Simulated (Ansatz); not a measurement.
Run report: C₃H₅AlO, nudged elastic band (part 2 of 2)

The same run, continued: C₃H₅AlO; RKS LDA/6-31G* (Ansatz 0.2.0). The run did not end well. It belongs to a series of runs on one base structure; here: band between the two ends.

Geometry of the input (Å):
```
C  0.1661  -1.2166  2.3738
C  -0.5891  -0.9233  1.4651
O  -1.4185  -0.6321  0.5202
Al -1.0138  0.2298  -0.9491
C  0.8159  0.8041  -1.1579
H  0.8250  -1.4752  3.1826
H  -2.2920  0.3897  -1.8847
H  1.5081  0.0158  -0.8089
H  1.0175  1.6962  -0.5354
H  1.0640  1.0602  -2.2028
```

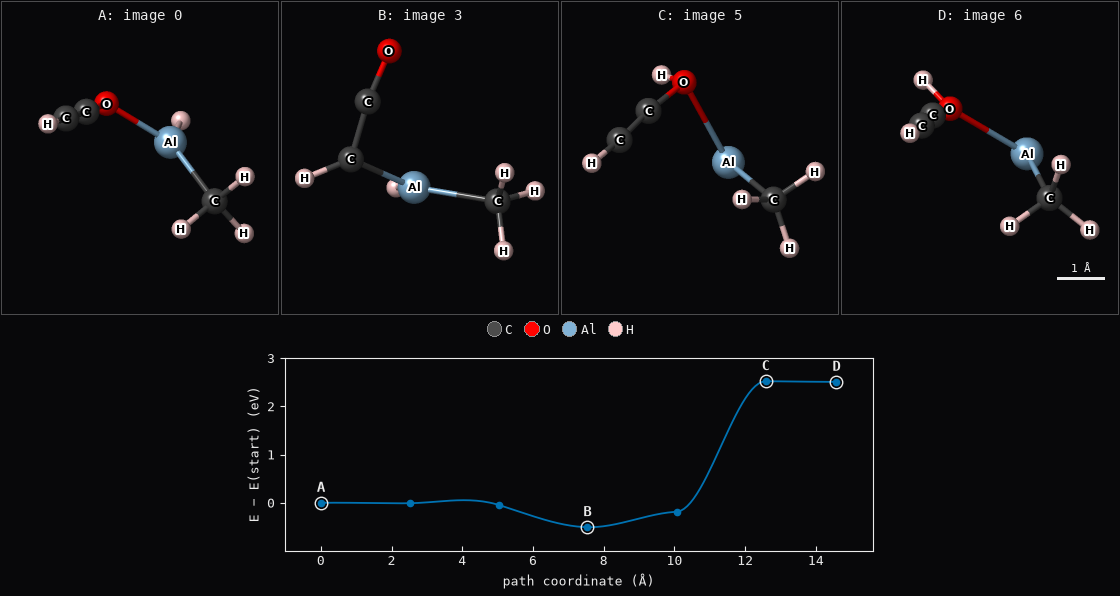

Fig. 1: Images of the last band (counted from 0; ball-and-stick, seen at a tilt) above the energy along the path; the line is a cubic interpolation that uses the forces. The highest image is number 5, 2.522 eV above the start and 0.012 eV above the end (the climbing image); the end lies 2.510 eV above the start. The path is 14.58 Å long. The band had not converged after 60 iterations.

```
Unfinished report: {"positions_ang":[[0.029506434703499087,-1.2989301998064502,1.8839315993517023],[-0.7836519390514546,-0.6573959143270152,1.251141406446242],[-1.5737567266089685,0.10668828497323064,0.5309183730213449],[-0.7557503259508146,0.033677773542374986,-1.7715093803653124],[0.9325825423188526,0.8907421887757702,-1.2175662596640224],[0.6974550414452205,-1.8856458466598618,2.49045666695437],[-2.276200770548125,-0.43550408938557955,0.06626759286938343],[1.2494878144299915,0.4459207955053342,-0.2502322654799849],[0.7964656441945226,1.978394995634426,-1.0458374962014907],[1.7669622850672768,0.77085100174777,-1.9346712369322328]],"unchecked":["starts","cluster_reference","orbital_swaps","neighbouring_geometries","increment"],"mean_field":{"relativity":"none","state":{"energy":{"ev":-11758.816549126039,"hartree":-432.1285377682564},"converged":true,"gradient_ev":0.000010278430243958286,"stability":{"kind":"minimum","curvature_ev":39.815911190116694},"curvature_floor_ev":0.00030000000000000003,"spin_squared":-3.907985046680551e-14},"others":[],"fillings":{"estimated":0,"unestimated":0,"tried":0,"untried":0,"excluded_magnetic_sites":0},"n_dropped_functions":0,"n_trapped_functions":0,"passes":{"evaluations":2,"products":14},"factors":{"origin":"density fitting in generated functions","count":1052,"bound_ev":null},"gradient_stop_ev":0.00009,"reference_kind":"stationary","functional":{"name":"SPW92","citations":["Dirac, Proc. Camb. Phil. Soc. 26, 376 (1930) doi:10.1017/S0305004100016108","Slater, Phys. Rev. 81, 385 (1951) doi:10.1103/PhysRev.81.385","Perdew & Wang, Phys. Rev. B 45, 13244 (1992) doi:10.1103/PhysRevB.45.13244"],"text":"name \"SPW92\"\ncite \"Dirac, Proc. Camb. Phil. Soc. 26, 376 (1930) doi:10.1017/S0305004100016108\"\ncite \"Slater, Phys. Rev. 81, 385 (1951) doi:10.1103/PhysRev.81.385\"\ncite \"Perdew & Wang, Phys. Rev. B 45, 13244 (1992) doi:10.1103/PhysRevB.45.13244\"\nexchange = slater_x\ncorrelation = pw_c\n","final_grid":{"core_spheres":13.0,"valence_spheres":11.0,"degree":36.0},"final_grid_parameter_source":"default","radial_points_factor":1.0,"radial_grid_error_ev":2.4352219540683396e-10,"grid_sensitivity":"normal","grid_sensitivity_ratio":0.0},"unsmoothed_excess_ev":-0.000033217022263026374,"symmetry":{"irreps":["A"],"axes":[[0.9993555761069935,-0.015447311883507078,-0.032400818808056495],[0.01629603831783881,0.9995266022083745,0.0260961800446946],[0.031982364499867355,-0.02660736802758304,0.9991342133705773]],"occupied":[{"A":22},{"A":22}]},"density_repulsion":{"missed_ev":0.000053827860613057305,"excess_ev":0.000053827860613057305,"most_excess_ev":0.0005719999999999999,"are_drawn_again":false,"n_first_factors":1052,"energy_change_ev":0.0,"n_dropped_ends":0},"direct_passes":"host"},"factors":{"origin":"density fitting in generated functions","count":1052,"bound_ev":null},"n_frozen":0,"n_occupied":[22,22],"n_virtual":[67,67],"reference":{"ev":-11758.816549126039,"hartree":-432.1285377682564},"total":{"ev":-11758.816549126039,"hartree":-432.1285377682564},"forces_ev_per_angstrom":[[0.000019493900696954725,-0.00011265102358137434,-0.00012990670364025622],[-0.00006516955079334215,0.00008274169066089988,0.00015153321293799062],[0.000025916306059405227,-0.00004572029007873353,-0.0000766792440472701],[4.909124953553831e-7,0.000013511560844257764,-2.7433759603947782e-6],[-0.000045469207955322614,0.000028447372314028265,0.00005926856588816569],[0.000014434661531358997,0.00005626406237725692,0.00003419505456123154],[5.152556501239716e-6,0.000012717793556865297,0.000012494723024806461],[4.5213191045077167e-7,6.846621628963354e-6,-0.000012507707207015313],[9.867750711508984e-6,-0.00003359098601019955,-9.900809731437995e-6],[0.00003483053858939234,-8.566802275535125e-6,-0.00002575371881692815]],"charge_distribution":{"dipole_moment_e_ang":[0.022961850859305702,-0.07513848379199403,0.20934137917829088],"mulliken_charges_e":[-0.15632101954359,0.14140501875608535,-0.5611041937283474,0.15277563871218547,-0.7900390964517365,0.21688349629115522,0.43708518393648677,0.18748348297442763,0.18649376557100328,0.18533772348229682],"lowdin_charges_e":[-0.2026100631934611,-0.1212848502427164,-0.07295505341230069,0.00963934376944664,-0.5839929394710559,0.17827758033603847,0.31991003683846053,0.1584620965378878,0.15998791473445884,0.15456593410320196]},"n_threads":2,"memory_gib":2.556818182580173,"seconds":{"hamiltonian":0.49143104,"orbitals":0.0,"second_order":0.0,"solver_start":0.0,"cycles":0.0,"cycle":0.0,"perturbative":0.0,"full_ci_increment":0.0,"forces":0.0}}
this run last wrote the band of iteration 60 to [file]
Error: NEB band did not converge after 60 iterations: max|band force component| = 3.07e-1 eV/Å (threshold 5.0e-2); raise `neb.max_iterations` in a new run, which can start from the last band evaluated (`neb.initial_path`, with `crystal.atoms` and `neb.final_atoms` set to its first and last images), add images, or start from endpoints closer to local minima. Where this run's directory can be resumed (`checkpoint.write`), a resume goes on for up to `neb.max_iterations` more; to start a new run from the last band, take its images' positions from the `neb_iteration` event of iteration 60 (`data.images[].positions_ang`), in the event stream of the run that computed that iteration (not this run's, if it was resumed behind it). With `checkpoint.write`, `steps/00-neb/state/checkpoint.json` in the run directory holds the last saved band, under `neb.evaluated.images[].positions_ang` (a band under a hybrid functional on support functions is neither saved nor resumed: `neb.initial_path` says where its path is): check the last entry of `neb.iterations` there, which is earlier than 60 if that iteration was not saved or its write failed. If the band's step has no `state` directory and holds `state.next`, a write was cut short, and the file is under `state.next` instead (behind a loss of power it can be under `state.prev`)
this run wrote the band of iteration 60 to [file] as well, whether or not its events were kept: a new run's `neb.initial_path` can list its `images[].positions_ang`
a run's events are kept only if it was started with --events-out <file>, and are in that file
```

The last band as extended XYZ (Å, eV, eV/Å)
```
10
Properties=species:S:1:pos:R:3:forces:R:3 image=0 energy=-11761.33858
C     0.1661   -1.2166    2.3738    0.0064   0.0009   0.0047
C    -0.5891   -0.9233    1.4651   -0.0028  -0.0021  -0.0015
O    -1.4185   -0.6321    0.5202    0.0006  -0.0006  -0.0037
Al   -1.0138    0.2298   -0.9491   -0.0007   0.0008  -0.0009
C     0.8159    0.8041   -1.1579   -0.0078  -0.0068  -0.0036
H     0.8250   -1.4752    3.1826   -0.0011  -0.0005  -0.0023
H    -2.2920    0.3897   -1.8847   -0.0017   0.0031   0.0011
H     1.5081    0.0158   -0.8089    0.0044  -0.0044   0.0075
H     1.0175    1.6962   -0.5354   -0.0007   0.0117   0.0042
H     1.0640    1.0602   -2.2028    0.0035  -0.0021  -0.0056
10
Properties=species:S:1:pos:R:3:forces:R:3 image=1 energy=-11761.34588
C     0.0917   -0.8848    2.4859   -0.0262   0.0054  -0.0057
C    -0.6402   -0.7631    1.5202    0.0212  -0.0257   0.0028
O    -1.4276   -0.6546    0.5032    0.0054   0.0132  -0.0042
Al   -0.9608    0.0361   -1.0392   -0.0086  -0.0048   0.0016
C     0.8440    0.7035   -1.1741   -0.0180  -0.0093  -0.0061
H     0.7056   -1.0022    3.3601    0.0078   0.0065   0.0006
H    -2.1655   -0.0213   -2.0792    0.0019   0.0062   0.0035
H     1.3355    0.3960   -2.1153    0.0049   0.0052   0.0182
H     1.4364    0.3299   -0.3181    0.0020   0.0117  -0.0083
H     0.8640    1.8094   -1.1407    0.0096  -0.0084  -0.0023
10
Properties=species:S:1:pos:R:3:forces:R:3 image=2 energy=-11761.38084
C    -0.0594   -0.8995    1.9007    0.0408  -0.1534  -0.1631
C    -0.9502   -0.1152    1.5533   -0.1555   0.1312   0.1181
O    -1.7163    0.5978    0.8246   -0.0055   0.1569   0.0225
Al   -0.7108   -0.2193   -0.5314    0.0680  -0.0096  -0.0183
C     0.8909    0.6786   -1.1350   -0.0133  -0.0026  -0.0021
H     0.6444   -1.4741    2.4801   -0.0077  -0.0322  -0.0463
H    -1.6842   -1.1981   -1.3243    0.0555  -0.1412   0.0781
H     1.3015    0.1936   -2.0397   -0.0061   0.0038   0.0127
H     1.6629    0.6448   -0.3470    0.0286   0.0341   0.0036
H     0.7041    1.7401   -1.3785   -0.0050   0.0130  -0.0052
10
Properties=species:S:1:pos:R:3:forces:R:3 image=3 energy=-11761.84331
C    -0.2664   -0.9050    1.4191   -0.0885   0.0597   0.0179
C    -0.8523    0.1883    1.8328    0.0740  -0.2018  -0.0128
O    -1.3873    1.2208    2.0335    0.0090   0.2194   0.1804
Al   -0.2907   -0.6812   -0.5116   -0.0210   0.0545  -0.0312
C     0.9114    0.6416   -1.2617    0.0331   0.0000   0.0118
H    -0.1363   -1.8055    2.0249   -0.0550   0.0026  -0.0405
H    -1.4385   -1.4460   -1.3320    0.1185  -0.1386  -0.0671
H     1.8832    0.1833   -1.5373   -0.0486  -0.0092  -0.0009
H     1.1418    1.4115   -0.5011   -0.0106   0.0124  -0.0234
H     0.5182    1.1410   -2.1638   -0.0109   0.0011  -0.0341
10
Properties=species:S:1:pos:R:3:forces:R:3 image=4 energy=-11761.52300
C    -0.0828   -1.3337    1.3308    0.0497  -0.0925   0.3073
C    -0.7207   -0.2898    1.6739   -0.0016  -0.0198  -0.1989
O    -1.3214    0.7428    1.3286   -0.0334   0.1158   0.2030
Al   -0.6531   -0.1710   -0.3733    0.0730   0.0133  -0.1538
C     0.8546    0.8338   -1.0664   -0.0361  -0.0364   0.0400
H     0.4736   -2.1918    1.6878   -0.0306  -0.0007  -0.0850
H    -1.9854   -0.7523   -1.0139   -0.0191  -0.0190  -0.0810
H     1.6972    0.7078   -0.3635    0.0503   0.0485  -0.0144
H     0.6313    1.9127   -1.1397   -0.0203   0.0151  -0.0157
H     1.1897    0.4903   -2.0615   -0.0318  -0.0242  -0.0015
10
Properties=species:S:1:pos:R:3:forces:R:3 image=5 energy=-11758.81652
C     0.0295   -1.2989    1.8839    0.0000  -0.0001  -0.0001
C    -0.7837   -0.6574    1.2511   -0.0001   0.0001   0.0002
O    -1.5738    0.1067    0.5309    0.0000   0.0000  -0.0001
Al   -0.7558    0.0337   -1.7715    0.0000   0.0000   0.0000
C     0.9326    0.8907   -1.2176    0.0000   0.0000   0.0001
H     0.6975   -1.8856    2.4905    0.0000   0.0001   0.0000
H    -2.2762   -0.4355    0.0663    0.0000   0.0000   0.0000
H     1.2495    0.4459   -0.2502    0.0000   0.0000   0.0000
H     0.7965    1.9784   -1.0458    0.0000   0.0000   0.0000
H     1.7670    0.7709   -1.9347    0.0000   0.0000   0.0000
10
Properties=species:S:1:pos:R:3:forces:R:3 image=6 energy=-11758.82869
C     0.0203   -0.9742    1.9834   -0.0051   0.0017  -0.0072
C    -0.7379   -0.7110    1.0746    0.0060   0.0002   0.0046
O    -1.4505   -0.3617    0.0231    0.0010   0.0000   0.0020
Al   -0.8952    0.6809   -1.9040   -0.0020  -0.0006  -0.0010
C     0.9363    0.7884   -1.1446    0.0034  -0.0006   0.0007
H     0.6580   -1.2277    2.8126   -0.0018  -0.0009  -0.0002
H    -2.3910   -0.6520    0.0693    0.0010  -0.0004   0.0006
H     1.3356   -0.2223   -0.9140   -0.0003   0.0003   0.0003
H     0.9426    1.3443   -0.1828   -0.0007   0.0002   0.0002
H     1.6648    1.2841   -1.8147   -0.0014  -0.0002   0.0000
```

Outcome

| quantity | value |
| --- | --- |
| outcome | not converged |
| barrier, forward (band not converged) | 2.522 eV |
| barrier, backward | 0.012 eV |
| hardware | 2 threads of Intel Xeon (Sapphire Rapids), 16 GiB of memory available, shared host |
| wall time | 3.7 min (CPU time 6.9 min) |
| peak memory | 0.15 GiB |

What went wrong

The run did not converge: “NEB band did not converge after 60 iterations: max|band force component| = 3.07e-1 eV/Å (threshold 5.0e-2); raise `neb.max_iterations` in a new run, which can start from the last band evaluated (`neb.initial_path`, with `crystal.atoms` and `neb.final_atoms` set to its first and last images), add images, or start from endpoints closer to local minima …” Its last values are not results.
